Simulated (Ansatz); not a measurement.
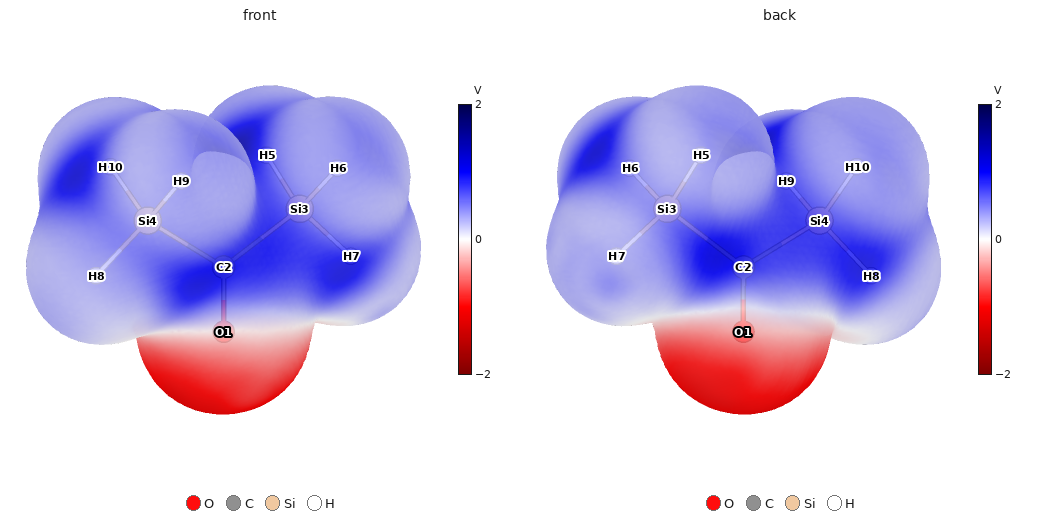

The picture shows: CH$_{6}$OSi$_{2}$ (SMILES O=C([SiH3])[SiH3]). The electrostatic potential painted on the density surface at 0.002 e/bohr³, seen from the front and from behind; the colour scale runs from red (negative) to blue (positive).

Computed with RKS PBE/cc-pVDZ (Ansatz 0.2.0).

```xyz
10

O     1.6037   -0.7220   -1.0860
C     0.6527   -0.2953   -0.4396
Si   -0.0734    1.5057   -0.8150
Si   -0.1573   -1.4055    0.9829
H    -1.5332    1.3783   -1.1849
H     0.0106    2.3388    0.4432
H     0.7069    2.1456   -1.9322
H     0.5572   -2.7282    1.0641
H    -0.0607   -0.6630    2.2957
H    -1.6233   -1.6055    0.6751
```

Where is the surface potential most negative and most positive?

The most negative region (about −1.2 V, or −28 kcal/mol for a unit charge) lies over O1, the most positive (about +1.5 V, or +35 kcal/mol for a unit charge) over Si3 and Si4. O1 is the likeliest acceptor of a hydrogen bond.
